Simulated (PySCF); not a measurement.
C₅H₄BF₃OS (SMILES FC(F)(F)OBc1cccs1)

The calculation's input:

```
{"job": {"kind": "nmr", "xc": "PBE0", "basis": "pcSseg-1"}, "charge": 0, "multiplicity": 1}
F      3.486823     0.698495     1.057410
C      3.027707     0.152931    -0.081682
F      3.614791     0.817715    -1.078421
F      3.527758    -1.093966    -0.112620
O      1.724165     0.201848    -0.203314
B      0.858527    -0.393410     0.695419
C     -0.625306    -0.230594     0.400318
C     -1.238901     0.432780    -0.642297
C     -2.638817     0.383062    -0.606445
C     -3.103002    -0.320375     0.467162
S     -1.838406    -0.927042     1.442037
H      1.272386    -0.981020     1.622546
H     -0.671711     0.937037    -1.403951
H     -3.277775     0.843777    -1.338092
H     -4.122652    -0.513248     0.737398
```

Run with:

```sh
OMP_NUM_THREADS=1 python probes_run.py task.json out
```

Geometry: GFN2-xTB.

These are results of PBE0/pcSseg-1, SCF density, gas phase, non-relativistic (PySCF 2.14.0), not measurements.

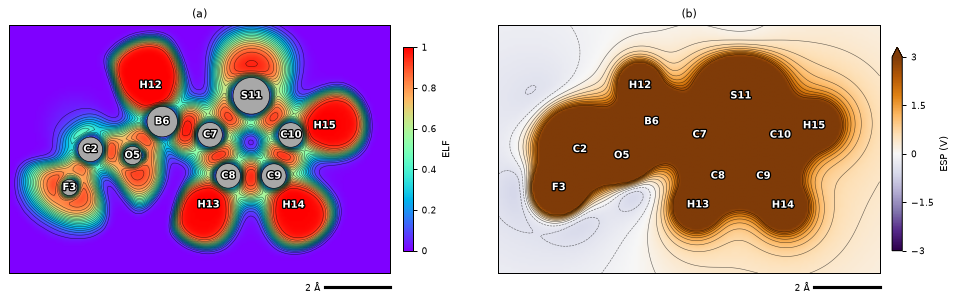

Figure 1. (a) electron localisation function; (b) electrostatic potential on the plane of atoms C7, B6 and H12. Grey discs cover the atomic cores in the ELF map.

Question: What does the map show?

Answer: The plane passes through C, F, O, B, S and H nuclei. C–O (1.31 Å): the ELF peaks at about 0.90 between the atoms, as expected for a polar covalent bond. C–F (1.33 Å): the ELF peaks at about 0.85 between the atoms: a polar covalent bond. C–C (1.36 Å): the ELF peaks at about 0.95 between the atoms; localised, covalent bonding. B–O (1.38 Å): the ELF peaks at about 0.90 between the atoms (a shared but strongly polarised pair). C–B (1.52 Å): the ELF peaks at about 0.95 between the atoms; a covalent bond. The ELF also peaks beside F3, O5 and S11, away from the bonds: lone-pair regions. Outside the dense part of the molecule the potential is most negative (−0.6 V) near F3.

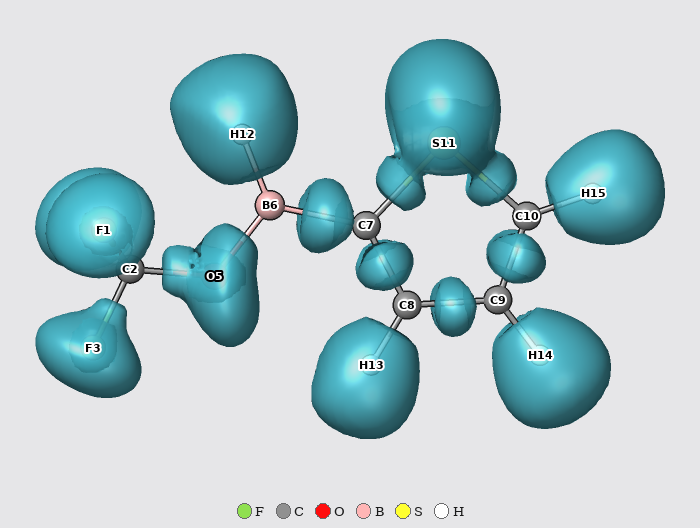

Figure 2. Isosurface of the electron localisation function at 0.75 (cyan), seen across its widest extent. Only the valence region is drawn (cores and ρ < 0.01 e/Å³ removed).

Question: What do the ELF domains correspond to?

Answer: At this value the surface marks out one region between bonded B–C atoms (shared pairs), three regions between bonded C–C atoms (shared pairs), four regions around hydrogen nuclei, three regions on F in which the atom's valence shell and bonds are merged, one region on O in which the atom's valence shell and bonds are merged and one region on S in which the atom's valence shell and bonds are merged.

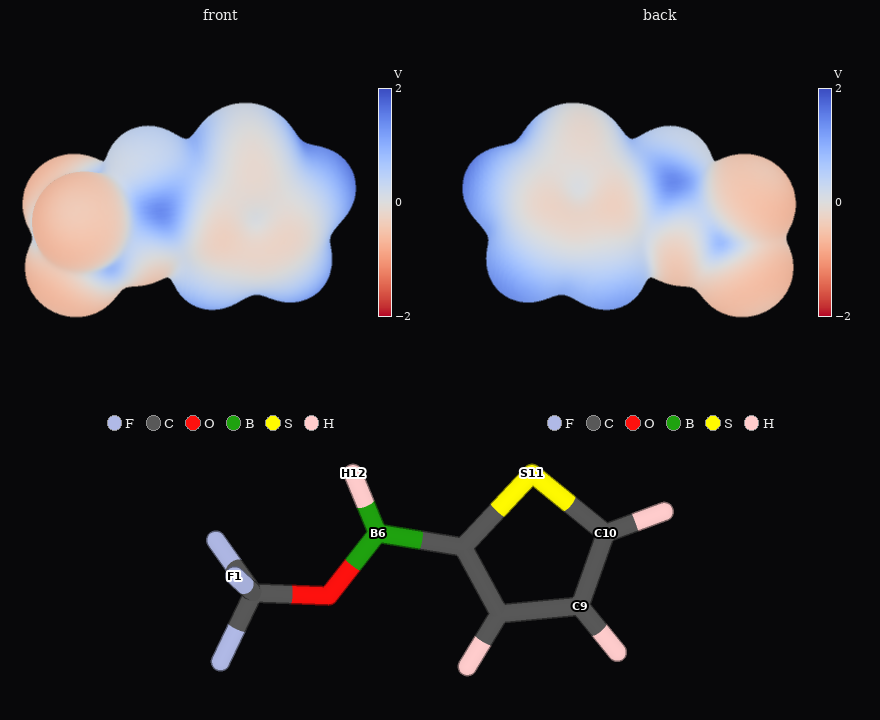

Figure 3. The electrostatic potential painted on the density surface at 0.002 e/bohr³, seen from the front and from behind; the colour scale runs from red (negative) to blue (positive). The bare structure is drawn below in the same view.

Question: Describe the electrostatic potential map.

Answer: The most negative region (about −0.6 V) lies over F1, F3 and F4, the most positive (about +1.5 V) over H15.

Question: What dipole moment does the calculation give?

Answer: Its dipole moment is 3.49 D.
